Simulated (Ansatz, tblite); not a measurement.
**Fac-TiF3(H2O)3 (F3H6O3Ti): one state, many levels**

How do method and basis change the picture of fac-TiF3(H2O)3 (F3H6O3Ti) (doublet)?

The runs use Ansatz 0.2.0, Gaussian basis; as each input shows.

Plan: GFN1-xTB, GFN2-xTB, PBE-D4/def2-TZVP, r2SCAN-D4/def2-TZVP, r2SCANh-D4/def2-TZVP, LC-ωPBE/def2-TZVP, r2SCAN0-D4/def2-TZVP, PBE-D4/def2-SVP, PBE0-D4/def2-SVP, MP2/def2-TZVP, RPA/def2-TZVP.

1 further run of the same task is left out (set aside as unsound or not needed). Runs told in other sessions of the task aren't counted.

### Step 1. The geometry

The geometry is that of the doublet, from an earlier relaxation (PBE-D4/def2-SVP).

13 atoms, charge 0, spin multiplicity 2.

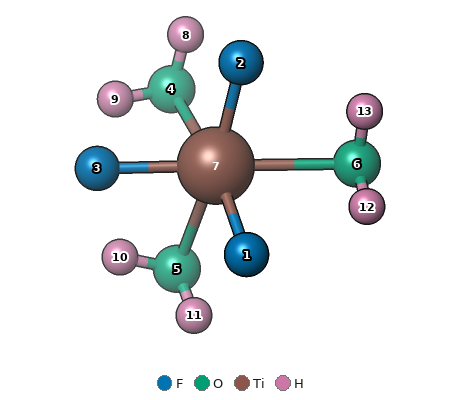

The structure; fluorine blue, oxygen teal, titanium brown, hydrogen pink; atoms are numbered from 1 in the order of the file.

No spin-orbit coupling is included.

PBE0-D4/def2-TZVP was run before; its log isn't repeated, and its numbers join the tables.

### Step 2. GFN1-xTB

Tight binding, by tblite at 300 K electronic temperature and without a spin-polarisation term:

```python
tblite.interface.Calculator('GFN1-xTB', numbers, positions, charge=0, uhf=1).singlepoint()
```

Energy -930.1045 eV; 0.008 s.

### Step 3. GFN2-xTB

Tight binding, by tblite at 300 K electronic temperature and without a spin-polarisation term:

```python
tblite.interface.Calculator('GFN2-xTB', numbers, positions, charge=0, uhf=1).singlepoint()
```

Energy -853.4106 eV; 0.005 s.

### Step 4. PBE-D4/def2-TZVP

start.molden holds the orbitals of an earlier run on this state, given as this run's starting guess.

in.yaml reads:

```yaml
crystal:
  periodic: [false, false, false]
  atoms:
    - {symbol: F, position_ang: [-0.253831, 0.055299, 2.042391]}
    - {symbol: F, position_ang: [2.049542, -0.204495, -0.061564]}
    - {symbol: F, position_ang: [0.150172, 2.039143, -0.088145]}
    - {symbol: O, position_ang: [0.225974, 0.309952, -1.970095]}
    - {symbol: O, position_ang: [-1.928169, 0.549651, -0.000467]}
    - {symbol: O, position_ang: [0.371982, -2.101090, 0.669841]}
    - {symbol: Ti, position_ang: [0.296992, 0.165751, 0.301766]}
    - {symbol: H, position_ang: [1.168284, 0.107385, -2.145251]}
    - {symbol: H, position_ang: [0.230806, 1.290600, -1.824592]}
    - {symbol: H, position_ang: [-1.667232, 1.501574, -0.091979]}
    - {symbol: H, position_ang: [-2.199678, 0.484214, 0.938587]}
    - {symbol: H, position_ang: [0.206842, -2.030683, 1.634936]}
    - {symbol: H, position_ang: [1.348336, -2.167319, 0.594573]}
basis:
  gaussian: {orbitals: def2-TZVP, initial_orbitals: start.molden}
magnetization: {spin_polarized: true, initial_magnetization: 1}
hamiltonian: {xc: pbe, dispersion: d4}
scf: {omitted_lower_state_checks: [starts]}
output: {forces: true, orbitals: {seedname: orbitals}}
```

Started as:

```sh
ansatz run in.yaml --threads 4 --pin off --events-out ev --progress --plain --max-ram 4787MiB
```

Log (excerpt; [...] marks lines left out):

```text
Functional definition: PBE
  name "PBE"
  cite "Perdew, Burke & Ernzerhof, Phys. Rev. Lett. 77, 3865 (1996) doi:10.1103/PhysRevLett.77.3865"
  parent pbe
[...]
1598 factors; their error is unknown
[...]
mean field -37498.52177985 eV, -1378.0452579986 hartree, gradient 2.2e-5 eV, S^2 0.751955; 0 other end points of the search recorded, 0 dependent functions left out
[...]
reference -37498.52184475 eV, -1378.0452603837 hartree; 40, 39 occupied and 227, 228 virtual orbitals, 1598 factors
Total energy: -37498.77064861 eV, -1378.0544037567 hartree
Atom 0 at    -0.253831     0.055299     2.042391 Å, force    -0.104611     0.015919     0.439254 eV/Å
Atom 1 at     2.049542    -0.204495    -0.061564 Å, force     0.450037    -0.048425    -0.064926 eV/Å
Atom 2 at     0.150172     2.039143    -0.088145 Å, force     0.080690     0.310892     0.050244 eV/Å
Atom 3 at     0.225974     0.309952    -1.970095 Å, force     0.225054     0.181719     0.020701 eV/Å
Atom 4 at    -1.928169     0.549651    -0.000467 Å, force     0.024551     0.204413     0.204281 eV/Å
Atom 5 at     0.371982    -2.101090     0.669841 Å, force     0.202227     0.021553     0.219614 eV/Å
Atom 6 at     0.296992     0.165751     0.301766 Å, force    -0.193562    -0.055096    -0.196778 eV/Å
Atom 7 at     1.168284     0.107385    -2.145251 Å, force    -0.139281    -0.072235    -0.093127 eV/Å
Atom 8 at     0.230806     1.290600    -1.824592 Å, force    -0.087699    -0.131645    -0.167053 eV/Å
Atom 9 at    -1.667232     1.501574    -0.091979 Å, force    -0.173578    -0.122024    -0.088199 eV/Å
Atom 10 at    -2.199678     0.484214     0.938587 Å, force    -0.090318    -0.077938    -0.139368 eV/Å
Atom 11 at     0.206842    -2.030683     1.634936 Å, force    -0.069538    -0.117868    -0.116928 eV/Å
Atom 12 at     1.348336    -2.167319     0.594573 Å, force    -0.123970    -0.109265    -0.067715 eV/Å
Dipole moment:    -0.081051    -0.332768    -0.050702 e Å
Checks for a lower state left out: starts
```

It took 7.5 s on 4 threads of Arm Neoverse V2, shared host.

Report: HOMO -3.36 eV, LUMO -2.58 eV (over both spins); ⟨S²⟩ 0.752 (pure: 0.75).

### Step 5. r2SCAN-D4/def2-TZVP

in.yaml: that of step 4 with these lines changed.

```diff
@@ -19,4 +19,4 @@
 magnetization: {spin_polarized: true, initial_magnetization: 1}
-hamiltonian: {xc: pbe, dispersion: d4}
+hamiltonian: {xc: r2scan, dispersion: d4}
 scf: {omitted_lower_state_checks: [starts]}
-output: {forces: true, orbitals: {seedname: orbitals}}
+output: {orbitals: {seedname: orbitals}}
```

Launched as before.

Log:

```text
Functional definition: r2SCAN
  name "r2SCAN"
  cite "Furness, Kaplan, Ning, Perdew & Sun, J. Phys. Chem. Lett. 11, 8208 (2020) doi:10.1021/acs.jpclett.0c02405"
  cite "Furness, Kaplan, Ning, Perdew & Sun, J. Phys. Chem. Lett. 11, 9248 (2020) doi:10.1021/acs.jpclett.0c03077"
  parent r2scan
  parameter k0 = 0.174
  parameter k1 = 0.065
  parameter a1 = 4.9479
  exchange = r2scan_x(k0 = k0, k1 = k1, a1 = a1)
  correlation = r2scan_c
these checks for a lower state are left out or cut short: starts
1598 factors; their error is unknown
mean field evaluation 1: about -37511.7900 eV, gradient 5.0e0 eV
mean field evaluation 2: about -37511.8837 eV, gradient 1.4e-1 eV
mean field evaluation 4: about -37511.8651 eV, gradient 6.1e-3 eV
mean field evaluation 8: about -37511.8651 eV, gradient 1.7e-5 eV
mean field -37511.86512647 eV, -1378.5356169424 hartree, gradient 1.6e-5 eV, S^2 0.752802; 0 other end points of the search recorded, 0 dependent functions left out
reference -37511.86514994 eV, -1378.5356178049 hartree; 40, 39 occupied and 227, 228 virtual orbitals, 1598 factors
Total energy: -37511.93015871 eV, -1378.5380068331 hartree
Checks for a lower state left out: starts
```

It took 16 s on 4 threads of Arm Neoverse V2, shared host; peak memory 0.57 GiB.

Report: HOMO -3.87 eV, LUMO -2.44 eV (over both spins); ⟨S²⟩ 0.753 (pure: 0.75).

### Step 6. r2SCANh-D4/def2-TZVP

in.yaml: that of step 5 with these lines changed.

```diff
@@ -19,3 +19,3 @@
 magnetization: {spin_polarized: true, initial_magnetization: 1}
-hamiltonian: {xc: r2scan, dispersion: d4}
+hamiltonian: {xc: {name: r2SCANh}, dispersion: d4}
 scf: {omitted_lower_state_checks: [starts]}
```

The command is unchanged.

Log (excerpt; [...] marks lines left out):

```text
Functional definition: r2SCANh
  name "r2SCANh"
  cite "Bursch, Neugebauer, Ehlert & Grimme, J. Chem. Phys. 156, 134105 (2022) doi:10.1063/5.0086040"
  cite "Furness, Kaplan, Ning, Perdew & Sun, J. Phys. Chem. Lett. 11, 8208 (2020) doi:10.1021/acs.jpclett.0c02405"
  cite "Furness, Kaplan, Ning, Perdew & Sun, J. Phys. Chem. Lett. 11, 9248 (2020) doi:10.1021/acs.jpclett.0c03077"
  parent r2scan
[...]
1633 factors; their error is unknown
[...]
mean field -37510.65371008 eV, -1378.4910982113 hartree, gradient 2.0e-5 eV, S^2 0.752618; 0 other end points of the search recorded, 0 dependent functions left out
reference -37510.65373089 eV, -1378.4910989758 hartree; 40, 39 occupied and 227, 228 virtual orbitals, 1633 factors
Total energy: -37510.72218852 eV, -1378.4936147474 hartree
Checks for a lower state left out: starts
```

It took 26 s on 4 threads of Arm Neoverse V2, shared host; peak memory 1.3 GiB.

From the report: HOMO -4.77 eV, LUMO -1.95 eV (over both spins); ⟨S²⟩ 0.753 (pure: 0.75).

### Step 7. LC-ωPBE/def2-TZVP

in.yaml: that of step 6 with these lines changed.

```diff
@@ -19,3 +19,3 @@
 magnetization: {spin_polarized: true, initial_magnetization: 1}
-hamiltonian: {xc: {name: r2SCANh}, dispersion: d4}
+hamiltonian: {xc: {name: LC-wPBE}}
 scf: {omitted_lower_state_checks: [starts]}
```

The command is unchanged.

Log (excerpt; [...] marks lines left out):

```text
Functional definition: LC-wPBE
  name "LC-wPBE"
  cite "Vydrov & Scuseria, J. Chem. Phys. 125, 234109 (2006) doi:10.1063/1.2409292"
  cite "Heyd & Scuseria, J. Chem. Phys. 120, 7274 (2004) doi:10.1063/1.1668634"
  cite "Ernzerhof & Perdew, J. Chem. Phys. 109, 3313 (1998) doi:10.1063/1.476928"
  cite "Perdew, Burke & Ernzerhof, Phys. Rev. Lett. 77, 3865 (1996) doi:10.1103/PhysRevLett.77.3865"
  parent pbe
[...]
1598 factors; their error is unknown
498 factors; integrals over basis functions are off by at most 1.2e-5 eV
[...]
mean field -37506.33801688 eV, -1378.3324994112 hartree, gradient 1.7e-5 eV, S^2 0.751511; 0 other end points of the search recorded, 0 dependent functions left out
reference -37506.33801689 eV, -1378.3324994116 hartree; 40, 39 occupied and 227, 228 virtual orbitals, 1598 factors
Total energy: -37506.33801689 eV, -1378.3324994116 hartree
Checks for a lower state left out: starts
```

Wall time 20 s (4 threads of Arm Neoverse V2, shared host); peak memory 1.4 GiB.

Report: HOMO -8.79 eV, LUMO 1.20 eV (over both spins); ⟨S²⟩ 0.752 (pure: 0.75).

### Step 8. r2SCAN0-D4/def2-TZVP

in.yaml: that of step 7 with these lines changed.

```diff
@@ -19,3 +19,3 @@
 magnetization: {spin_polarized: true, initial_magnetization: 1}
-hamiltonian: {xc: {name: LC-wPBE}}
+hamiltonian: {xc: {name: r2SCAN0}, dispersion: d4}
 scf: {omitted_lower_state_checks: [starts]}
```

The command is unchanged.

Log (excerpt; [...] marks lines left out):

```text
Functional definition: r2SCAN0
  name "r2SCAN0"
  cite "Bursch, Neugebauer, Ehlert & Grimme, J. Chem. Phys. 156, 134105 (2022) doi:10.1063/5.0086040"
  cite "Furness, Kaplan, Ning, Perdew & Sun, J. Phys. Chem. Lett. 11, 8208 (2020) doi:10.1021/acs.jpclett.0c02405"
  cite "Furness, Kaplan, Ning, Perdew & Sun, J. Phys. Chem. Lett. 11, 9248 (2020) doi:10.1021/acs.jpclett.0c03077"
  parent r2scan
[...]
1651 factors; their error is unknown
[...]
mean field -37508.94927635 eV, -1378.4284614268 hartree, gradient 6.0e-6 eV, S^2 0.752380; 0 other end points of the search recorded, 0 dependent functions left out
reference -37508.94929362 eV, -1378.4284620614 hartree; 40, 39 occupied and 227, 228 virtual orbitals, 1651 factors
Total energy: -37509.02450659 eV, -1378.4312260871 hartree
Checks for a lower state left out: starts
```

Wall time 48 s (4 threads of Arm Neoverse V2, shared host); peak memory 1.8 GiB.

HOMO -6.17 eV, LUMO -1.19 eV (over both spins); ⟨S²⟩ 0.752 (pure: 0.75).

### Step 9. PBE-D4/def2-SVP

in.yaml: that of step 8 with these lines changed.

```diff
@@ -17,5 +17,5 @@
 basis:
-  gaussian: {orbitals: def2-TZVP, initial_orbitals: start.molden}
+  gaussian: {orbitals: def2-SVP, initial_orbitals: start.molden}
 magnetization: {spin_polarized: true, initial_magnetization: 1}
-hamiltonian: {xc: {name: r2SCAN0}, dispersion: d4}
+hamiltonian: {xc: pbe, dispersion: d4}
 scf: {omitted_lower_state_checks: [starts]}
```

The command is unchanged.

Log:

```text
Functional definition: PBE
  name "PBE"
  cite "Perdew, Burke & Ernzerhof, Phys. Rev. Lett. 77, 3865 (1996) doi:10.1103/PhysRevLett.77.3865"
  parent pbe
  parameter kappa = 0.804
  parameter beta = 0.06672455060314922
  exchange = pbe_x(kappa = kappa, mu = beta*pi^2/3)
  correlation = pbe_c(beta = beta)
these checks for a lower state are left out or cut short: starts
1601 factors; their error is unknown
mean field evaluation 1: about -37476.8456 eV, gradient 1.2e1 eV
mean field evaluation 2: about -37477.6766 eV, gradient 6.6e-1 eV
mean field evaluation 4: about -37477.6235 eV, gradient 1.2e-1 eV
mean field evaluation 8: about -37477.6235 eV, gradient 2.4e-5 eV
mean field -37477.62352777 eV, -1377.2772613997 hartree, gradient 2.5e-5 eV, S^2 0.752093; 0 other end points of the search recorded, 0 dependent functions left out
reference -37477.62363282 eV, -1377.2772652604 hartree; 40, 39 occupied and 105, 106 virtual orbitals, 1601 factors
Total energy: -37477.87243667 eV, -1377.2864086334 hartree
Checks for a lower state left out: starts
```

Run time: 4 s. Hardware: 4 threads of Arm Neoverse V2, shared host.

From the report: HOMO -2.95 eV, LUMO -2.18 eV (over both spins); ⟨S²⟩ 0.752 (pure: 0.75).

### Step 10. PBE0-D4/def2-SVP

in.yaml: that of step 9 with these lines changed.

```diff
@@ -19,3 +19,3 @@
 magnetization: {spin_polarized: true, initial_magnetization: 1}
-hamiltonian: {xc: pbe, dispersion: d4}
+hamiltonian: {xc: pbe0, dispersion: d4}
 scf: {omitted_lower_state_checks: [starts]}
```

Launched as before.

Log (excerpt; [...] marks lines left out):

```text
Functional definition: PBE0
  name "PBE0"
  cite "Adamo & Barone, J. Chem. Phys. 110, 6158 (1999) doi:10.1063/1.478522"
  cite "Perdew, Burke & Ernzerhof, Phys. Rev. Lett. 77, 3865 (1996) doi:10.1103/PhysRevLett.77.3865"
  parent pbe
[...]
1428 factors; integrals over basis functions are off by at most 1.4e-3 eV
[...]
mean field -37478.16507774 eV, -1377.2971629943 hartree, gradient 6.5e-6 eV, S^2 0.751988; 0 other end points of the search recorded, 0 dependent functions left out
reference -37478.16515959 eV, -1377.2971660022 hartree; 40, 39 occupied and 105, 106 virtual orbitals, 1428 factors
Total energy: -37478.37637549 eV, -1377.3049280433 hartree
Checks for a lower state left out: starts
```

Wall time 7 s (4 threads of Arm Neoverse V2, shared host); peak memory 0.58 GiB.

Report: HOMO -5.52 eV, LUMO -1.06 eV (over both spins); ⟨S²⟩ 0.752 (pure: 0.75).

### Step 11. MP2/def2-TZVP

in.yaml: that of step 10 with these lines changed.

```diff
@@ -17,5 +17,5 @@
 basis:
-  gaussian: {orbitals: def2-SVP, initial_orbitals: start.molden}
+  gaussian: {orbitals: def2-TZVP, initial_orbitals: start.molden}
 magnetization: {spin_polarized: true, initial_magnetization: 1}
-hamiltonian: {xc: pbe0, dispersion: d4}
+correlation: {method: mp2}
 scf: {omitted_lower_state_checks: [starts]}
```

Same command.

Log:

```text
Functional definition: HF
  name "HF"
  cite "Fock, Z. Phys. 61, 126 (1930) doi:10.1007/BF01340294"
  parent pbe
  exchange = exact_x
  correlation = 0
these checks for a lower state are left out or cut short: starts
1936 factors; integrals over basis functions are off by at most 1.8e-3 eV
mean field evaluation 1: about -37422.8752 eV, gradient 2.8e1 eV
mean field evaluation 2: about -37424.8454 eV, gradient 2.6e0 eV
mean field evaluation 4: about -37424.9295 eV, gradient 1.6e-1 eV
mean field evaluation 8: about -37424.9298 eV, gradient 4.6e-5 eV
mean field -37424.92978412 eV, -1375.3408020379 hartree, gradient 2.0e-6 eV, S^2 0.752255; 0 other end points of the search recorded, 0 dependent functions left out
11 core orbitals not correlated: weight in the atoms' cores, before any rotation towards them, 1.000 or more for the frozen orbitals, at most 0.000 for the correlated occupied ones
reference -37424.92978412 eV, -1375.3408020379 hartree; 29, 28 occupied and 227, 228 virtual orbitals, 1936 factors
second order -50.24703865 eV of doubles, -0.00000000 eV of singles
Total energy: -37475.17682277 eV, -1377.1873466498 hartree
Checks for a lower state left out: starts
```

Wall time 17 s (4 threads of Arm Neoverse V2, shared host); peak memory 0.97 GiB.

Report: Hartree-Fock HOMO -12.32 eV, LUMO 1.92 eV (over both spins); ⟨S²⟩ 0.752 (pure: 0.75).

### Step 12. RPA/def2-TZVP

in.yaml: that of step 11 with these lines changed.

```diff
@@ -19,4 +19,4 @@
 magnetization: {spin_polarized: true, initial_magnetization: 1}
-correlation: {method: mp2}
+hamiltonian: {xc: pbe}
+correlation: {method: rpa}
 scf: {omitted_lower_state_checks: [starts]}
-output: {orbitals: {seedname: orbitals}}
```

The command is unchanged.

Log (excerpt; [...] marks lines left out):

```text
Functional definition: PBE
  name "PBE"
  cite "Perdew, Burke & Ernzerhof, Phys. Rev. Lett. 77, 3865 (1996) doi:10.1103/PhysRevLett.77.3865"
  parent pbe
[...]
1936 factors; integrals over basis functions are off by at most 1.8e-3 eV
[...]
mean field -37498.52156853 eV, -1378.0452502326 hartree, gradient 2.1e-6 eV, S^2 0.751955; 0 other end points of the search recorded, 0 dependent functions left out
11 core orbitals not correlated: weight in the atoms' cores, before any rotation towards them, 1.000 or more for the frozen orbitals, at most 0.000 for the correlated occupied ones
reference -37420.65300888 eV, -1375.1836334465 hartree; 29, 28 occupied and 227, 228 virtual orbitals, 1936 factors
Total energy: -37497.74174554 eV, -1378.0165922663 hartree
Checks for a lower state left out: starts
```

It took 18 s on 4 threads of Arm Neoverse V2, shared host; peak memory 1 GiB.

Report: ⟨S²⟩ 0.752 (pure: 0.75).

### Step 13. Comparison

```
               level  functions  HOMO (eV)  LUMO (eV)  gap (eV)   ⟨S²⟩   time
     PBE-D4/def2-SVP        145      -2.95      -2.18      0.77  0.752    4 s
    PBE-D4/def2-TZVP        267      -3.36      -2.58      0.77  0.752  7.5 s
 r2SCAN-D4/def2-TZVP        267      -3.87      -2.44      1.42  0.753   16 s
r2SCANh-D4/def2-TZVP        267      -4.77      -1.95      2.83  0.753   26 s
    PBE0-D4/def2-SVP        145      -5.52      -1.06      4.46  0.752    7 s
   PBE0-D4/def2-TZVP        267      -5.72      -1.26      4.47  0.752   25 s
r2SCAN0-D4/def2-TZVP        267      -6.17      -1.19      4.98  0.752   48 s
   LC-ωPBE/def2-TZVP        267      -8.79       1.20      9.99  0.752   20 s
```

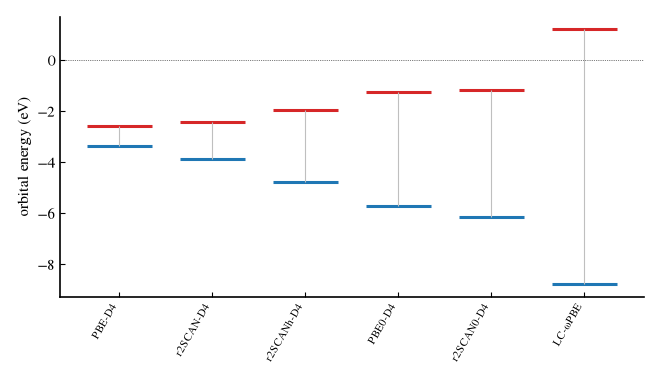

Highest filled (blue) and lowest empty (red) level in def2-TZVP, over both spins.

Energy pieces by basis (eV):

```
    basis           HF  MP2 correlation              total
def2-TZVP  -37424.9298         -50.2470  -37475.1768 (MP2)
```

### Step 14. Binding energy

Free atoms were run apart at each level; binding is atoms less cluster, divided by the number of atoms, without zero-point or spin-orbit terms.

```
               level  binding an atom (eV)
        HF/def2-TZVP                 2.648
     PBE-D4/def2-SVP                 4.061
    PBE0-D4/def2-SVP                 3.869
   PBE0-D4/def2-TZVP                 3.833
r2SCAN0-D4/def2-TZVP                 3.783
   LC-ωPBE/def2-TZVP                 3.875
       MP2/def2-TZVP                 3.877
```

### Step 15. Outcome

```
                                                  quantity                                   value
 gap in def2-TZVP, named functionals, smallest and largest     0.77 eV (PBE-D4), 9.99 eV (LC-ωPBE)
                         correlation energy, MP2/def2-TZVP                               -50.25 eV
                 binding an atom, functionals in def2-TZVP  3.78 (r2SCAN0-D4) to 3.88 eV (LC-ωPBE)
⟨S²⟩ in def2-TZVP, named functionals, smallest and largest                            0.752, 0.753
           PBE0 total energy, smallest basis above largest          20.67 eV (def2-SVP, def2-TZVP)
```

**Reading.** Over the named functionals in def2-TZVP the gap runs from 0.77 eV (PBE-D4) to 9.99 eV (LC-ωPBE); exact exchange widens it.

The slowest run with a step of its own, r2SCAN0-D4/def2-TZVP, took 48 s; the quickest functional in def2-TZVP took 7.5 s (shared host).
